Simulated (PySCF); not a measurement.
```xyz
2

Al    0.0000    0.0000   -0.6123
N     0.0000    0.0000    1.1797
```

Method: PBE0/def2-TZVPPD, non-relativistic Hamiltonian with scalar-relativistic core potentials where named, at a bond length of 1.792 Å in PySCF 2.14.0.

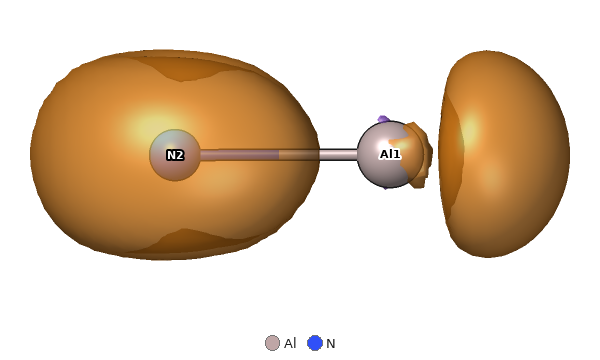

AlN (triplet). Isosurfaces of the spin density at +0.04 (orange) and −0.04 e/Å³ (purple), seen from one side.

**Where is the unpaired spin?**

The unpaired spin (2 electrons) lies mostly on N2 (about 1.5) and Al1 (about 0.5), in electrons by Hirshfeld's partition.
